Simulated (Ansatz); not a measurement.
# B2H7P: rigid torsion scan, by script

All numbers are computed with the Python package of Ansatz 0.2.0. Level of theory: B3LYP+D4/def2-SVP.

## 1. Starting point

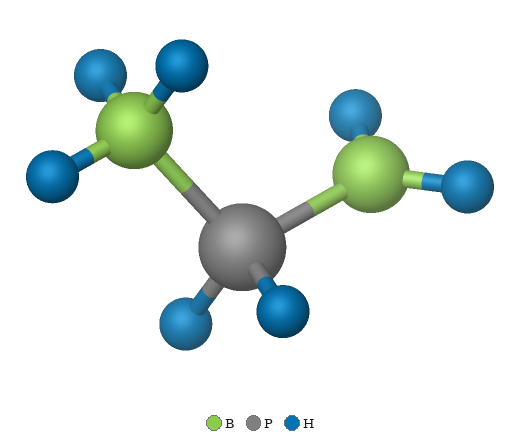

The structure that the script starts from, seen from a chosen angle (boron green, phosphorus grey, hydrogen blue).

The script holds or builds the structure itself.

## 2. Script

File torsion.py:

```python
"""Rigid torsion scan of B2H7P."""

import ansatz as az
from ase import Atoms


def main() -> None:
    atoms = Atoms(["B", "P", "B", "H", "H", "H", "H", "H", "H", "H"], positions=[
        [1.6683, 0.3955, 0.2431],
        [0.1987, -0.4659, -0.5598],
        [-1.4003, 0.0947, 0.2845],
        [2.5171, -0.2432, 0.7589],
        [1.7365, 1.5745, 0.2364],
        [0.1488, -0.1317, -1.9262],
        [0.3382, -1.8596, -0.4205],
        [-1.3629, -0.1957, 1.4391],
        [-2.3295, -0.4438, -0.2302],
        [-1.5148, 1.2752, 0.1747],
    ])

    # start the scan from a relaxed geometry
    first = (
        az.Crystal.molecule_from_ase(atoms).calculation()
        .basis(gaussian="def2-SVP")
        .functional("b3lyp", dispersion="d4")
        .relax(force_tolerance=0.02, max_steps=80)
    )
    atoms.positions = first.run(threads=1).report["positions_ang"]

    start = atoms.get_dihedral(2, 1, 0, 3)
    energies = {}
    for turn in range(0, 360, 30):
        turned = atoms.copy()
        turned.set_dihedral(2, 1, 0, 3, start + turn, indices=[0, 3, 4])
        calc = (
            az.Crystal.molecule_from_ase(turned).calculation()
            .basis(gaussian="def2-SVP")
            .functional("b3lyp", dispersion="d4")
        )
        energies[round((start + turn) % 360)] = calc.run(threads=1).report["free_energy_ev"]
    floor = min(energies.values())
    print("dihedral B2-P1-B0-H3 (deg)   E - E(min) (kJ/mol)")
    for angle, e in sorted(energies.items()):
        print(f"{angle:8d} {96.485332 * (e - floor):14.3f}  " + "#" * int(30 * (e - floor) / max(max(energies.values()) - floor, 1e-9)))


if __name__ == "__main__":
    main()
```

## 3. The calls as engine input

The engine receives this input (first run):

```yaml
crystal:
  periodic: [false, false, false]
  atoms:
    - { symbol: B, position_ang: [1.6683, 0.3955, 0.2431] }
    - { symbol: P, position_ang: [0.1987, -0.4659, -0.5598] }
    - { symbol: B, position_ang: [-1.4003, 0.0947, 0.2845] }
    - { symbol: H, position_ang: [2.5171, -0.2432, 0.7589] }
    - { symbol: H, position_ang: [1.7365, 1.5745, 0.2364] }
    - { symbol: H, position_ang: [0.1488, -0.1317, -1.9262] }
    - { symbol: H, position_ang: [0.3382, -1.8596, -0.4205] }
    - { symbol: H, position_ang: [-1.3629, -0.1957, 1.4391] }
    - { symbol: H, position_ang: [-2.3295, -0.4438, -0.2302] }
    - { symbol: H, position_ang: [-1.5148, 1.2752, 0.1747] }
basis:
  gaussian:
    orbitals: def2-SVP
hamiltonian:
  xc: b3lyp
  dispersion: d4
relax:
  f_tol: 0.02
  max_steps: 80
```

## 4. The run

Launch:

```
> python torsion.py
```

**Question.** How long does this script take on 1 thread of Intel Xeon 6975P-C (Granite Rapids), shared host, and how much memory does it need?

About 24 s, with a peak of 0.23 GiB.
